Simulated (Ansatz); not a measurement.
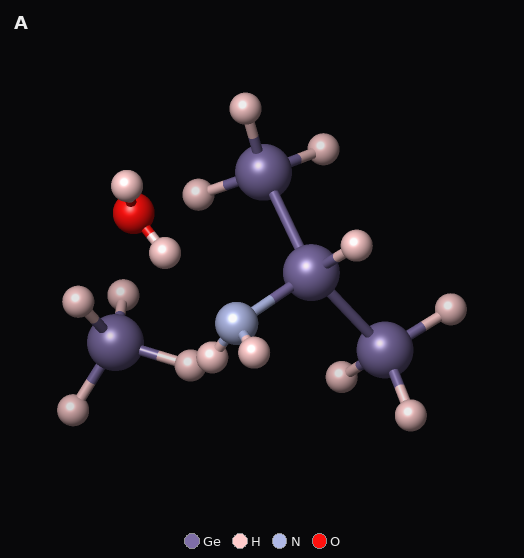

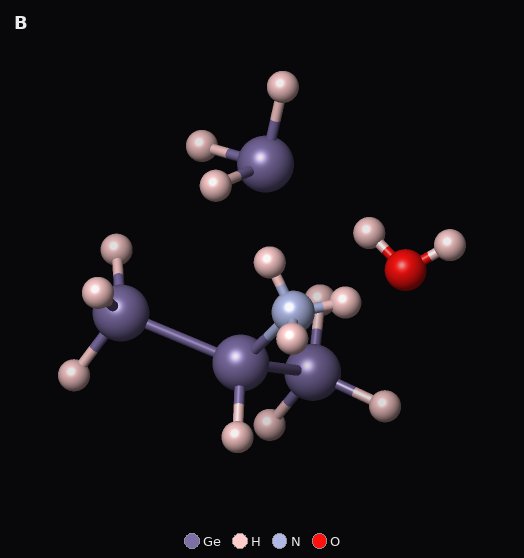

2 stationary structures of one formula. Geometries: PBE0-D4/def2-TZVP. Electronic energies: CCSD(T)/CBS (MP2 limit from def2-TZVPP and def2-QZVPP plus CCSD(T) − MP2) (Ansatz 0.2.0), without zero-point energy. Each is one conformer, not always the lowest.

Rank them by energy, lowest first.

A is lowest (a minimum); B lies 1.189 eV above it (a minimum).
